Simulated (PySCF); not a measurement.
## Electronic structure of AlP (triplet) in real space

```yaml
atoms:
  - { symbol: Al, position_ang: [0.0000, 0.0000, -1.1838] }
  - { symbol: P, position_ang: [0.0000, 0.0000, 1.0312] }
```

Theory: PBE0/x2c-TZVPPall, spin-free X2C-1e, Gaussian nucleus, at a bond length of 2.215 Å in PySCF 2.14.0.

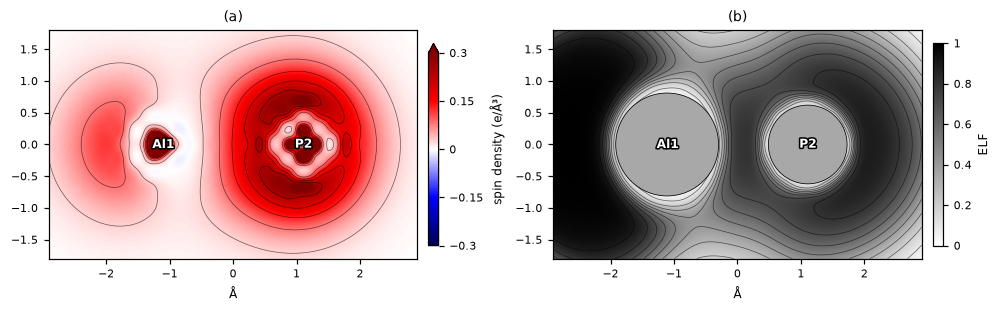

Figure 1. (a) spin density; (b) ELF on a plane that holds the molecular axis. Grey discs cover the atomic cores in the ELF map.

Q: What do the fields say about this system?

A: The plane passes through Al and P nuclei. Al–P (2.21 Å): the ELF peaks at about 0.80 in the valence shell of P, 1.0 Å from its nucleus, and is about 0.80 at the midpoint. The ELF also peaks beside P2, away from the bonds: non-bonding electrons, paired or unpaired. The unpaired spin (2 electrons) lies mostly on P2 (about 1.3) and Al1 (about 0.7), in electrons by Hirshfeld's partition.

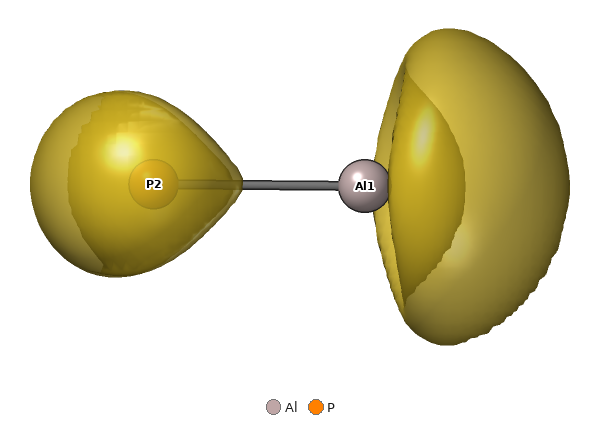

Figure 2. Isosurface of the electron localisation function at 0.85 (yellow), seen from one side. Core shells and regions of very low density are left out.

Q: What do the ELF domains correspond to?

A: At this value the surface marks out one ring or bowl of non-bonding electrons around P and one lobe on Al, pointing away from the bonds (non-bonding electrons).

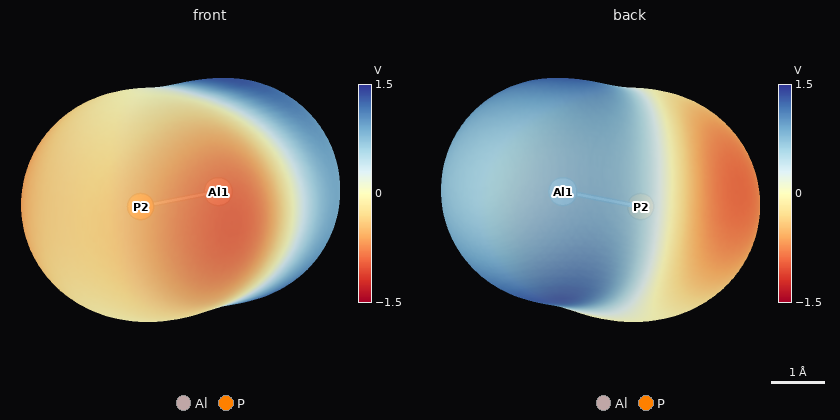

Figure 3. The electrostatic potential painted on the density surface at 0.001 e/bohr³, seen from the front and from behind; the colour scale runs from red (negative) to blue (positive).

Q: Which sites attract a positive test charge, and which a negative one?

A: A positive charge is drawn to the negative regions and a negative charge to the positive ones. The most negative region (about −0.9 V) lies over P2, the most positive (about +1.3 V) over Al1.
